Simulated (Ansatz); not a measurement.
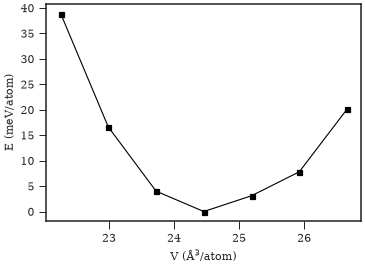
GaSb in space group P-6m2 (No. 187; Ga on 1a, Sb on 1f) under volume change, r²SCAN (plane waves, PAW; program Ansatz), shape and atoms relaxed at each volume.

Q: What does a third-order Birch–Murnaghan fit give for V₀, B₀ and B′?

A: V₀ = 24.50 Å³/atom, B₀ = 48.2 GPa, B′ = 5.9.

A made-up cell: these elements were put on the sites of a structure type; neither database checked (COD, Materials Project) lists it. It is not the phase usual at ambient conditions (space group No. 216). The cell was relaxed with r²SCAN under the symmetry of its start; whether a distortion lowers the energy is not shown. Scalar-relativistic: spin–orbit coupling is off unless named, which matters more the heavier the elements.

Potentials: the earlier of the program's two PAW sets.
